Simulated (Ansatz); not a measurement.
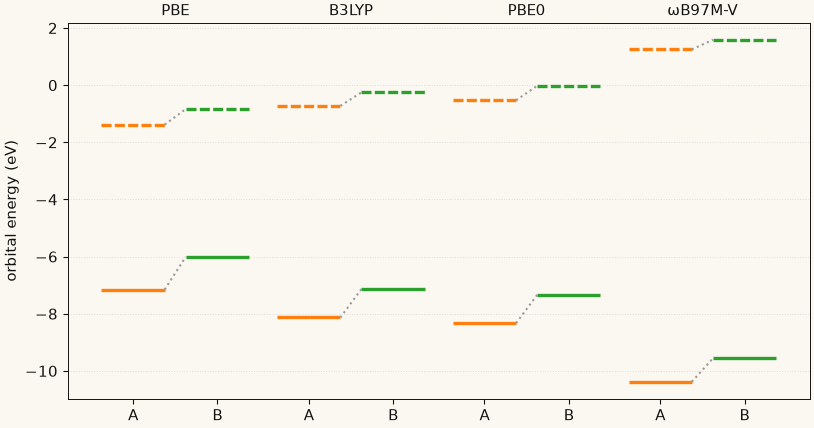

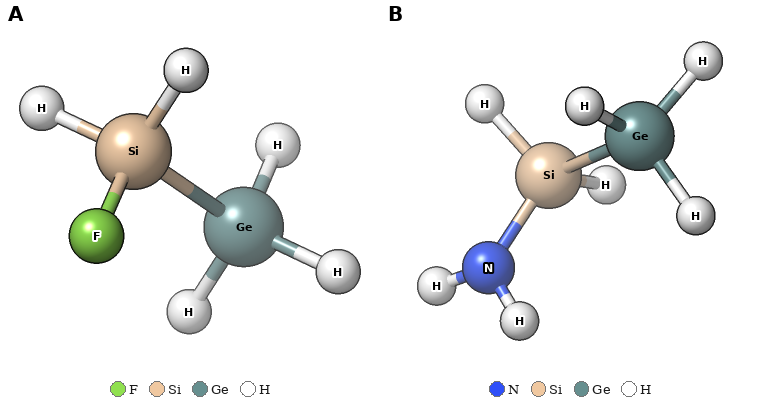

One change: A, GeSiH₅F (SMILES F[SiH2][GeH3]), becomes B, GeSiNH₇ (SMILES N[SiH2][GeH3]). F on Si is replaced by NH₂. HOMO (solid) and LUMO (dashed) computed in def2-TZVPP at PBE0-D4/def2-TZVP geometries, both minima by their frequencies, gas phase, the Ansatz code. Empty levels above zero depend strongly on the basis.

### What does the change do to HOMO and LUMO?

PBE: the HOMO rises by 1.15 eV, the LUMO rises by 0.55 eV, and the separation goes from 5.77 to 5.17 eV. B3LYP: the HOMO rises by 1.00 eV, the LUMO rises by 0.47 eV, and the separation goes from 7.41 to 6.88 eV. PBE0: the HOMO rises by 0.99 eV, the LUMO rises by 0.51 eV, and the separation goes from 7.80 to 7.32 eV. ωB97M-V: the HOMO rises by 0.82 eV, the LUMO rises by 0.34 eV, and the separation goes from 11.63 to 11.15 eV.

### Do the functionals agree on the effect?

They agree on the direction for both levels; the HOMO shift lies between 0.82 and 1.15 eV and the LUMO shift between 0.34 and 0.55 eV, while the separations themselves differ by up to 6.0 eV between functionals.
